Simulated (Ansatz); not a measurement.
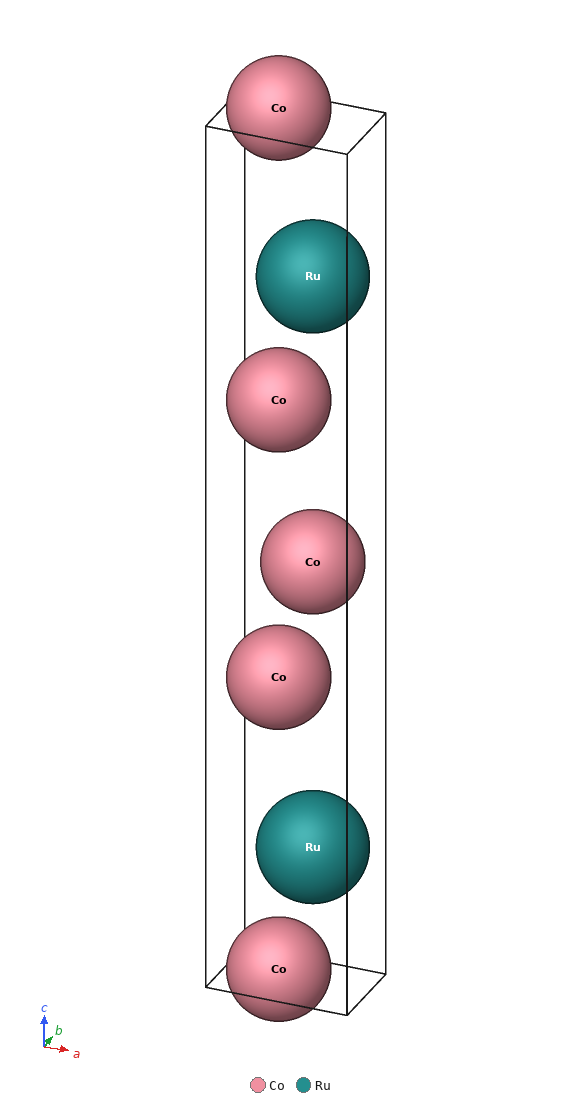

Crystal structure, spheres-only style, seen slightly off an axis. One simulation cell is framed, with atoms on its boundary repeated.

```xyz
6
Lattice="2.6122 0.0000 0.0000 -1.3061 2.2622 0.0000 0.0000 0.0000 12.1626" Properties=species:S:1:pos:R:3 pbc="T T T"
Co    0.0000    1.5082    0.0000
Co    0.0000    1.5082    4.1226
Co    0.0000    1.5082    8.0400
Co    1.3061    0.7541    6.0813
Ru    1.3061    0.7541    2.0517
Ru    1.3061    0.7541   10.1110
```

The calculation: DFT PBE, scalar-relativistic, plane waves, PAW (Ansatz), with a basis cut at 420 eV, an 18×18×4 sampling of the Brillouin zone, Gaussian smearing of 0.1 eV, collinear spins. The state is ferrimagnetic.

List the Bader charges.

Answer. Co +0.01 to +0.12 e; Ru -0.12 e. Little charge moves, as in a metallic or covalent solid.

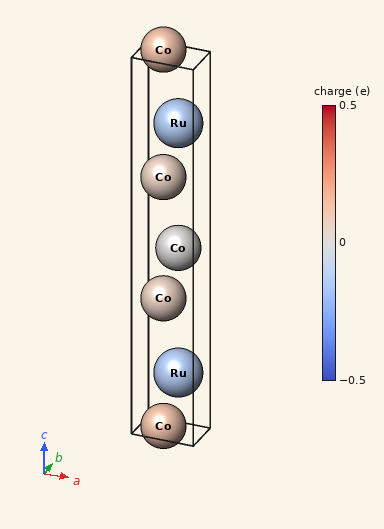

The atoms coloured by those charges.

It goes back to a structure type filled with these elements by a generator (whether the compound takes this form wasn't checked). Earlier steps of the study may have refined or changed the cell and positions. It was run through Ansatz as a DFT input.
